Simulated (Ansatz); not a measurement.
# GaH···H$_{2}$O: what the fields show

Input

```
crystal:
  periodic: [false, false, false]
  atoms:
    - { symbol: Ga, position_ang: [0.0, 0.0, 0.0] }
    - { symbol: O, position_ang: [1.2796, 0.0, 1.524] }
    - { symbol: H, position_ang: [0.3701, -0.2814, 1.8612] }
    - { symbol: H, position_ang: [1.7552, 0.0, 0.2282] }
    - { symbol: H, position_ang: [-1.3596, 0.0, -0.785] }
basis:
  gaussian: { orbitals: def2-SVP }
hamiltonian:
  xc: r2scan
  dispersion: d4
relax:
  f_tol: 0.15
  max_steps: 25
  restrain:
    - { distance: [1, 3], at: 1.01, k: 30.0 }
    - { distance: [0, 1], at: 2.99, k: 30.0 }
    - { distance: [0, 3], at: 2.77, k: 30.0 }
output:
  orbitals: {}
```

Run with:

```sh
ansatz run input.yaml --threads 1 --pin off --max-ram 2048MiB --backend cpu --events-out ev --progress --plain --runs-dir out
```

The fields are those of the run's last geometry, not of the input's.

Not at a stationary point (largest force 1.0 eV/Å).

Theory: RKS r2SCAN-D4/def2-SVP (Ansatz).

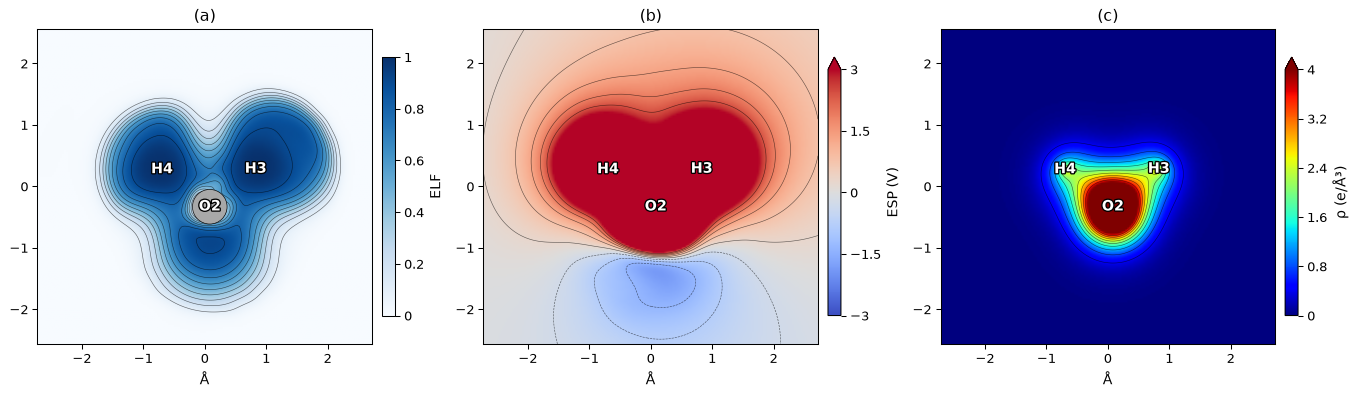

Figure 1. (a) electron localisation function; (b) molecular electrostatic potential; (c) total electron density on the plane of atoms H3, O2 and H4. Grey discs cover the atomic cores in the ELF map.

> Read the bonding off the picture.

The section cuts through O and H sites.
O–H (0.97 Å): the density is about 3.6 e/Å³ at the midpoint; the ELF climbs to about 1 towards the hydrogen, as it does in any bond to H: a covalent bond by its length.
The ELF also peaks beside O2, away from the bonds: lone-pair regions.
Outside the dense part of the complex the potential is most negative (−1.9 V) near O2.

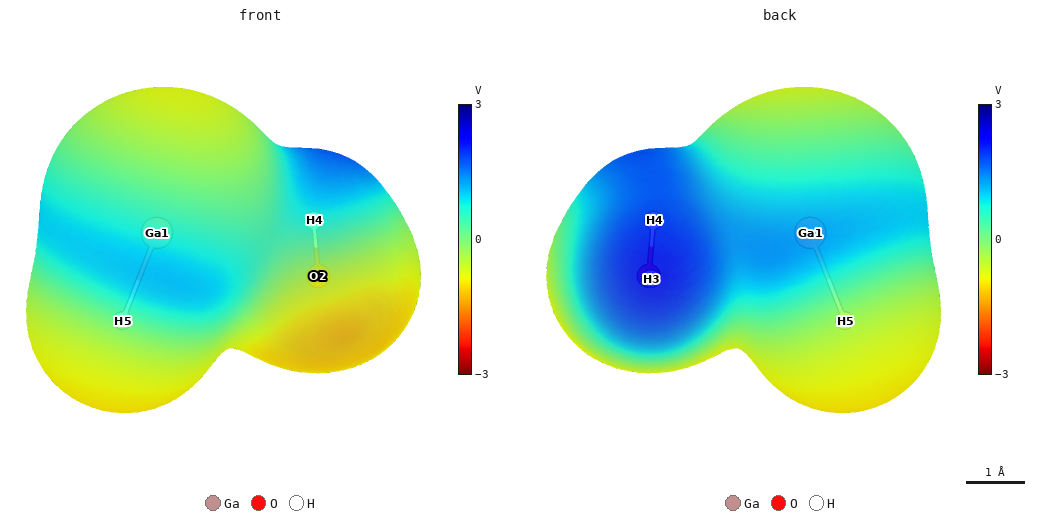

Figure 2. The electrostatic potential painted on the density surface at 0.001 e/bohr³, seen from the front and from behind; red is negative and blue positive.

> Where is the surface potential most negative and most positive?

The most negative region (about −1.3 V, or −30 kcal/mol for a unit charge) lies over O2, the most positive (about +2.2 V, or +51 kcal/mol for a unit charge) over H3. O2 is the likeliest acceptor of a hydrogen bond.

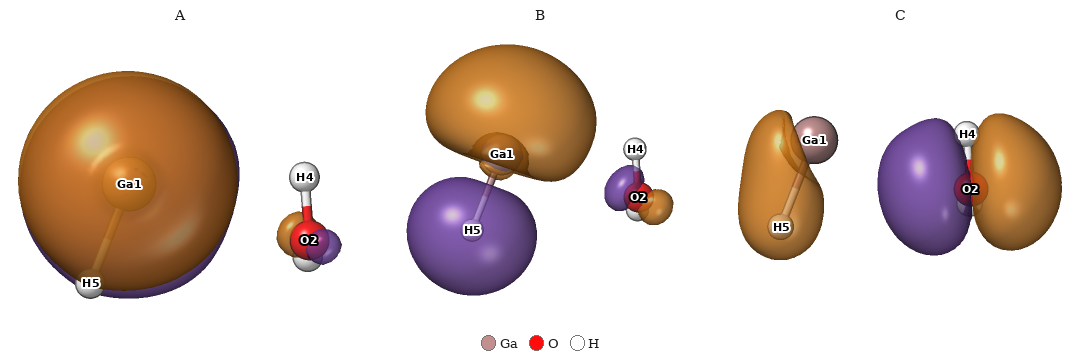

Figure 3. Three frontier orbitals at ±0.08 Å⁻³ᐟ² (orange and purple are the two phases), in no order.

> Order the three orbitals by energy and name them.

C is the HOMO−1 (−7.89 eV). Its weight (Hirshfeld) is mainly on O2 (about 80 %); largely a lone pair of O2. B is the HOMO (−4.99 eV). By Hirshfeld shares it lies mainly on Ga1 (about 70 %) and H5 (about 30 %). A is the LUMO (−2.13 eV). It lies mainly on Ga1 (about 90 %).

> What is the HOMO–LUMO gap?

2.86 eV between the orbital energies.
